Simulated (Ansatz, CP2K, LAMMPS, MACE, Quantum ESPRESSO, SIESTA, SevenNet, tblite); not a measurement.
# Quantum ESPRESSO on Li+ BF4- in gamma-butyrolactone and acetonitrile and diethyl carbonate at 360 K (102 atoms): settings against a plane-wave reference, part 2 of 2

How do the settings of Quantum ESPRESSO change the result for Li+ BF4- in gamma-butyrolactone and acetonitrile and diethyl carbonate at 360 K (102 atoms)? A plane-wave run serves as the yardstick.

Program: Quantum ESPRESSO 7.5; the method stands at each step. Banners, paths, timers and routine set-up lines are dropped from the logs unmarked, and long logs keep their key lines alone; longer cuts are marked.

So far. Step 2 (PBE, sssp-1.3.0-efficiency, 60/480 Ry): Forces lie 3.6 % from the reference's, at 7.7 times its CPU time (on 2 against 8 cores). Step 3 (PBE, gbrv-1.5, 40/200 Ry): Against the first run (3.6 %), the force difference from the reference is 12 %, at 0.46 times the CPU time.

**4. PBE, dojo-0.4.1-standard, 80/320 Ry**

Method: Kohn-Sham DFT, PBE, PseudoDojo 0.4.1 standard norm-conserving pseudopotentials, plane waves.

The pseudopotential files are exchanged too: ./pseudo now holds the set dojo-sr-pbe-0.4.1-standard.

pw.in reads:

```
&control
  calculation = 'scf'
  pseudo_dir = './pseudo'
  outdir = './tmp'
  disk_io = 'none'
  tprnfor = .true.
  tstress = .true.
/
&system
  ibrav = 0
  nat = 102
  ntyp = 7
  ecutwfc = 80
  ecutrho = 320
  nosym = .true.
  occupations = 'smearing'
  smearing = 'fd'
  degauss = 0.003675
/
&electrons
  conv_thr = 5.1e-07
  electron_maxstep = 100
  mixing_beta = 0.4
  mixing_mode = 'plain'
  diagonalization = 'david'
/
ATOMIC_SPECIES
C 12.011 C.upf
O 15.999 O.upf
H 1.008 H.upf
N 14.007 N.upf
B 10.810 B.upf
F 18.998 F.upf
Li 6.940 Li.upf
CELL_PARAMETERS angstrom
10.56699 0.00000 0.00000
0.00000 10.56699 0.00000
0.00000 0.00000 10.56699
ATOMIC_POSITIONS crystal
[... 102 atom lines left out: the same atoms as in the first run ...]
K_POINTS gamma
```

Run with:

```bash
OMP_NUM_THREADS=1 mpirun -np 4 pw.x -in pw.in > output.txt
```

What it wrote:

```text
[banner, memory and clock lines left out]
Program PWSCF
     gamma-point specific algorithms are used
     one sub-group per band group will be used
     bravais-lattice index     =            0
[... lines left out ...]
     number of k points=     1  Fermi-Dirac smearing, width (Ry)=  0.0037
[... lines left out ...]
     total energy              =   -1116.56347773 Ry
[... lines left out ...]
     total energy              =   -1117.58559479 Ry
[... lines left out ...]
     total energy              =   -1117.70838090 Ry
[... lines left out ...]
     total energy              =   -1117.73209008 Ry
[... lines left out ...]
     total energy              =   -1117.73209178 Ry
[... lines left out ...]
     the Fermi energy is     0.2044 ev
!    total energy              =   -1117.73209179 Ry
     estimated scf accuracy    <       0.00000051 Ry
     smearing contrib. (-TS)   =       0.00000000 Ry
     internal energy E=F+TS    =   -1117.73209179 Ry
     The total energy is F=E-TS. E is the sum of the following terms:
     one-electron contribution =   -1152.88208402 Ry
     hartree contribution      =     670.50813071 Ry
     xc contribution           =    -338.75353867 Ry
     ewald contribution        =    -296.60459981 Ry
     convergence has been achieved in  11 iterations
     Forces acting on atoms (cartesian axes, Ry/au):
     atom    1 type  1   force =     0.06941213   -0.07442300   -0.00752786
     atom    2 type  1   force =    -0.10836257    0.05205424    0.02490793
     atom    3 type  2   force =     0.00079619   -0.00386203   -0.01181937
[...]
atom  101 type  6   force =    -0.03147398    0.00667582    0.02861743
     atom  102 type  7   force =     0.02020824    0.01424431   -0.00245974
     Total force =     0.687090     Total SCF correction =     0.001026
     Computing stress (Cartesian axis) and pressure
          total   stress  (Ry/bohr**3)                   (kbar)     P=       24.70
   0.00012610   0.00005815  -0.00003927           18.55        8.55       -5.78
   0.00005815   0.00019022   0.00000162            8.55       27.98        0.24
  -0.00003927   0.00000162   0.00018747           -5.78        0.24       27.58
     Message from routine punch:
     Nothing written, as per user request (disk_io='none')
```

It took 67 s on 4 MPI ranks of Arm Neoverse V2, shared host; peak memory 1.9 GiB.

Against the reference:

* r.m.s. force component: 1.01 eV/Å
* r.m.s. difference of force components: 38.56 meV/Å
* longest difference of force vectors: 187.1 meV/Å
* force difference over r.m.s. force: 3.839 %
* slope of forces against the reference's: 1.005
* correlation of force components: 0.9993
* gap (highest filled to lowest empty level): 4.329 eV
* gap difference: -0.0043 eV
* pressure: 2.47 GPa
* pressure difference: -0.2772 GPa

Against the first run (3.6 %), the force difference from the reference is 3.8 %, at 0.86 times the CPU time (on 4 against 2 cores).

The run ends at a pressure of 2.47 GPa, with forces up to 3.8 eV/Å.

**5. All runs compared**

Differences are against the plane-wave reference, forces as r.m.s. over components; share is that over the reference's r.m.s. force, slope the least-squares factor from reference forces to these. Total energies of different programs have different zeros and aren't compared.

```
                                     run  Δ force, r.m.s. (meV/Å)  share (%)  slope  Δ pressure (GPa)  Δ gap (eV)  cores  CPU time  memory (GiB)
                               reference                        -          -      -                 -           -      8      40 s           1.3
QE PBE, sssp-1.3.0-efficiency, 60/480 Ry                     36.5       3.63  1.009            0.0685      0.0015      2   5.2 min           2.4
             QE PBE, gbrv-1.5, 40/200 Ry                      125       12.4  1.042             0.477      0.0034      2   2.4 min          0.83
  QE PBE, dojo-0.4.1-standard, 80/320 Ry                     38.6       3.84  1.005            -0.277     -0.0043      4   4.5 min           1.9
```

CPU time is summed over cores on a shared host, where runs went side by side, so it is rough. Symmetry, cutoffs, thresholds, outputs and thread counts weren't matched or tuned between programs; memory under MPI is the largest rank's times the ranks.

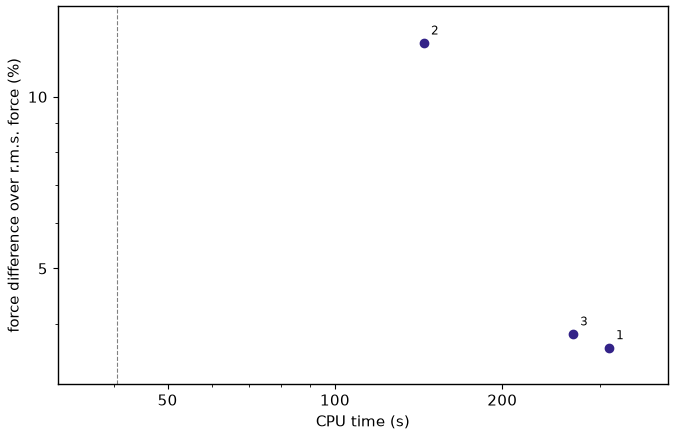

Force difference against CPU time; the dashed line marks the reference's time. Points: 1 QE PBE, sssp-1.3.0-efficiency, 60/480 Ry; 2 QE PBE, gbrv-1.5, 40/200 Ry; 3 QE PBE, dojo-0.4.1-standard, 80/320 Ry.

**6. Outcome**

```yaml
nearest_in_forces: QE PBE, sssp-1.3.0-efficiency, 60/480 Ry, 3.6 %
its_cpu_time: 5.2 min
```

PBE on plane waves or a grid with other potentials, cutoffs or grids differs from the reference by 3.6 % (QE PBE, sssp-1.3.0-efficiency, 60/480 Ry) to 12 % (QE PBE, gbrv-1.5, 40/200 Ry) of the r.m.s. force; this holds the reference's own error, so differences of a few per cent don't tell which side is nearer the exact PBE result (QE's 60 Ry are 816 eV, against the reference's 420 eV). None of the electronic-structure runs in the table takes under half the reference's CPU time of 40 s; they take 3.6 to 7.7 times as much. PBE gaps agree with the reference's 4.33 eV within 0.005 eV. The network of contacts between molecules at the start is that of the classical potential that made the cell, and needn't be the one that DFT or experiment would give. The reference's PBE has no dispersion term, which matters for the binding between molecules or layers. The density was typed from a rule of thumb and may lie off the real one at this temperature. The electronic-structure runs sample only Γ, in a cell whose shortest periodic width is 11 Å.

[Also dropped from logs without a mark: logging warnings of Python, and SIESTA's first energy breakdown and zero terms.]

[Logs are printed without paths, hosts, clocks, repeated set-up lines and the standing remarks that a program may print on its own settings, such as how far it seeks lower states.]

[Hosts, paths, dates, database ids (printed as entryN), source tags and the programs' standing remarks are cut or masked in the printed files.]
